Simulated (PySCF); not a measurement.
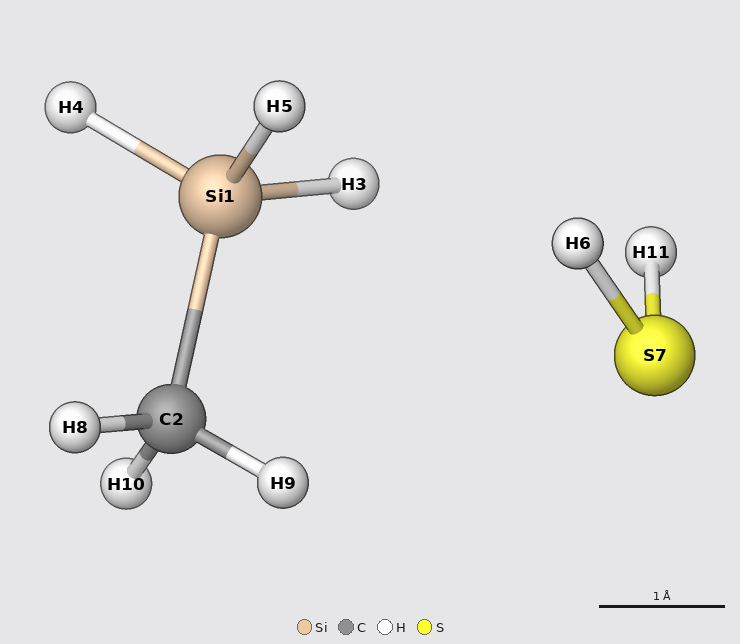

Atoms carry their numbers in the input. The geometry was computed by an optimisation with PBE0-D4/def2-TZVP. No frequency run is at hand to confirm it as a minimum.

How are the neighbours of atom 1 arranged?

Answer. Si1 has 4 neighbours (C2 at 1.87, H3 at 1.49, H4 at 1.49, H5 at 1.49 Å); the arrangement is tetrahedral.

How are the neighbours of atom 2 arranged?

Answer. C2 has 4 neighbours (Si1 at 1.87, H8 at 1.09, H9 at 1.09, H10 at 1.09 Å); the arrangement is tetrahedral.

Describe the coordination of atom 7.

Answer. S7 has 2 neighbours (H6 at 1.34, H11 at 1.34 Å); the arrangement is bent.
